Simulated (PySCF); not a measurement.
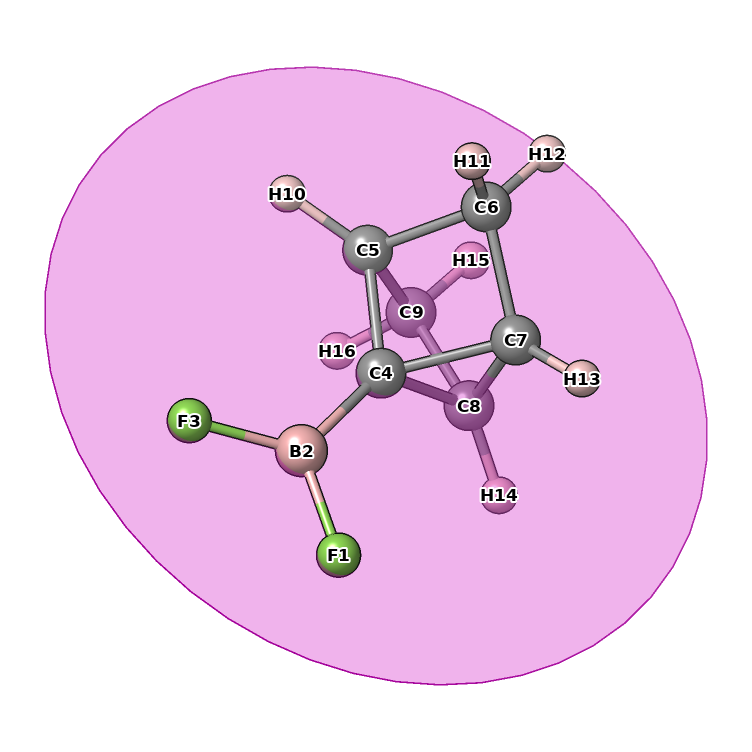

A disc through the centre of mass is drawn in. Atoms fade into the background with distance from the viewer. Computed geometry: GFN2-xTB optimisation. No frequency run is at hand to confirm it as a minimum.

> Is the plane of the disc a mirror plane of the structure?

Yes. The reflection leaves F1, B2, F3, C4, C5, H10 in place and moves C6 ↔ C9; C7 ↔ C8; H11 ↔ H16; H12 ↔ H15; H13 ↔ H14. The point group is Cs.
